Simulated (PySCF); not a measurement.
C7H14O2, SMILES C(CC(C)(C)C)(OC)=O at its GFN2-xTB optimised geometry (Å):

```
23

C      3.0801    -0.3929    -3.2484
O      2.5208    -0.6819    -1.9756
C      1.9570     0.3429    -1.3191
O      1.9269     1.4655    -1.7518
C      1.3897    -0.1170     0.0000
C     -0.1566    -0.1170     0.0000
C     -0.6371    -0.8382     1.2615
C     -0.6750     1.3209     0.0000
C     -0.6712    -0.8559    -1.2373
H      3.7107    -1.2395    -3.5083
H      3.6661     0.5272    -3.2038
H      2.2871    -0.2703    -3.9894
H      1.7444     0.5583     0.7801
H      1.7588    -1.1241     0.1947
H     -1.7229    -0.8126     1.3174
H     -0.3194    -1.8786     1.2563
H     -0.2378    -0.3607     2.1535
H     -0.2502     1.8786    -0.8302
H     -0.4030     1.8252     0.9247
H     -1.7588     1.3319    -0.0911
H     -0.4336    -0.3000    -2.1417
H     -1.7515    -0.9720    -1.1851
H     -0.2213    -1.8438    -1.3111
```

Computed with PBE/def2-SVP in PySCF. Cells within 0.4 Å of a nucleus heavier than hydrogen are left out (blank, or x).

Map of the electrostatic potential (hartree/e), clipped to [-0.08, 0.12] on the plane z = 0.0 Å:

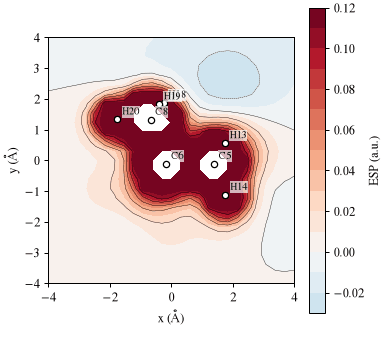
Electrostatic potential (hartree/e), clipped to [-0.08, 0.12] on the plane z = 0.0 Å.
